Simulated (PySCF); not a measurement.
CH6GeO2Si, SMILES C(O)(=O)[SiH2][GeH3] at its GFN2-xTB optimised geometry (Å):

```
11

O      1.9352    -1.9831    -0.0039
C      1.1826    -1.0457     0.0000
O      1.6239     0.2248     0.0052
Si    -0.7359    -1.0457     0.0000
Ge    -1.1388     1.2495     0.0000
H      2.5952     0.2744     0.0056
H     -1.1738    -1.7746    -1.1914
H     -1.1733    -1.7744     1.1918
H     -0.5873     1.9828     1.1819
H     -2.5952     1.6213     0.0005
H     -0.5874     1.9831    -1.1818
```

Calculation: CAM-B3LYP/def2-TZVP (PySCF).

Map of the Laplacian of the electron density (e/bohr⁵) on the plane z = 0.8 Å:

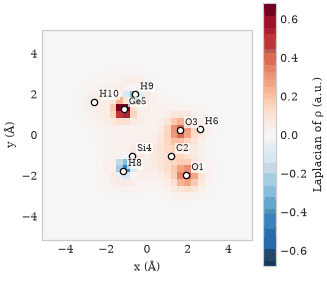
Fig. 1. Laplacian of the electron density (e/bohr⁵) on the plane z = 0.8 Å.
